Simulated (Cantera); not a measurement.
Charge: 1 mol Si, 0.0012 mol O₂, 490 mol N₂, held at 0.133 bar.

These are equilibrium values from Cantera (NASA tables, ideal gas, pure condensed phases), not measurements of a reactor. Candidate condensed phases: Si, SiO₂, Si₂N₂O, Si₃N₄; 16 gas species. N₂ is the only nitrogen source here; it is nearly inert below about 1500 K, so the nitride shown seldom forms there in practice. Mutual solubility and eutectic melting of coexisting phases are not modelled. The tables' values for SiN are old estimates; treat these amounts as uncertain. The numbers say what is thermodynamically allowed, not how fast it happens.

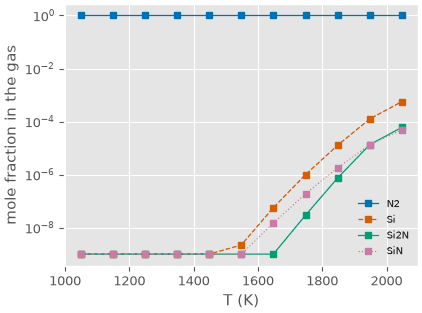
Figure: Equilibrium gas composition (values under 1e-9 drawn at 1e-9)

From 1048 K to 1548 K the condensed part is Si₂N₂O(s) + Si₃N₄(s). From 1648 K to 1948 K the condensed part is Si₃N₄(s). At 2048 K the condensed part is Si(l).
